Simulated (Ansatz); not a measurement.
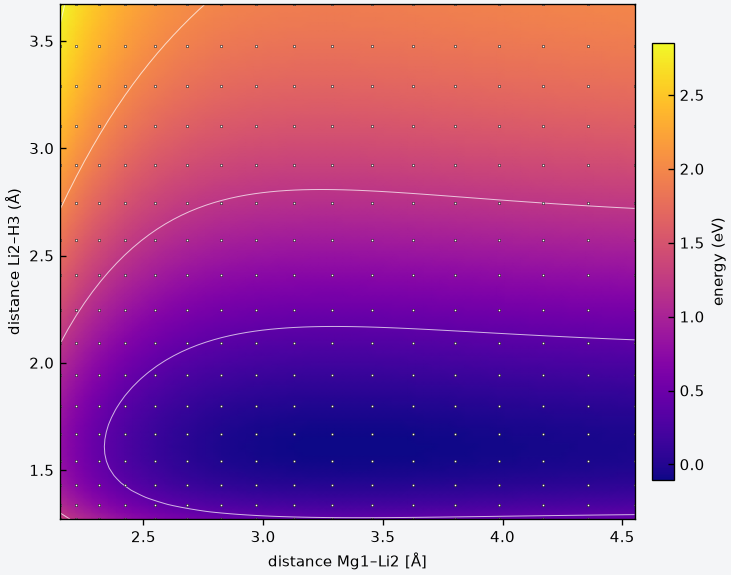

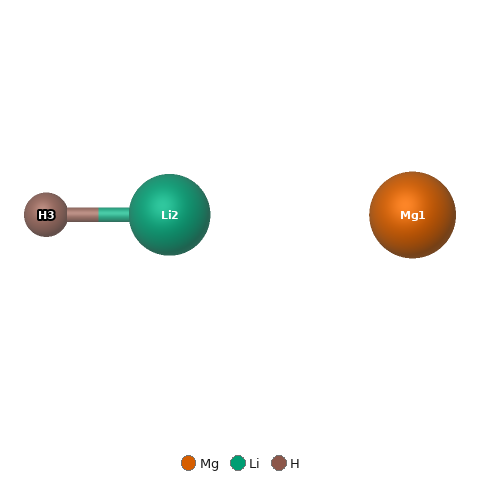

Energy landscape of the system Mg + LiH. First axis: distance Mg1–Li2. Second axis: distance Li2–H3. Nothing is relaxed (the angle Mg1–Li2–H3 is fixed at 180 degrees). The grid has 17 × 17 points. All energies are given in eV relative to Mg far from the relaxed LiH (each part in its own basis). The restricted reference is unstable at some or all points, so the energies there are unreliable. Method: RHF-CCSD(T), frozen core/def2-TZVPD (Ansatz).

Drawn: a smooth colour map with a few white contour lines, dots at the grid points. Between grid points the surface is interpolated. The second picture is the structure at the lowest point.

> Where are the wells?

The lowest grid point is at distance Mg1–Li2 = 3.288 Å, distance Li2–H3 = 1.668 Å, −0.10 eV from Mg far from the relaxed LiH (each part in its own basis). It is the only kind of minimum in the scanned range. The highest grid point, distance Mg1–Li2 = 2.152 Å, distance Li2–H3 = 3.672 Å, lies 2.95 eV above the lowest.

Each point was launched as `ansatz run input.yaml --threads 1 --pin off --max-ram 2560MiB --backend cpu --events-out ev --progress --plain --runs-dir out`. Time for the 289 points that were run: 19 min on 1 thread of Arm Neoverse V2, on a shared host.
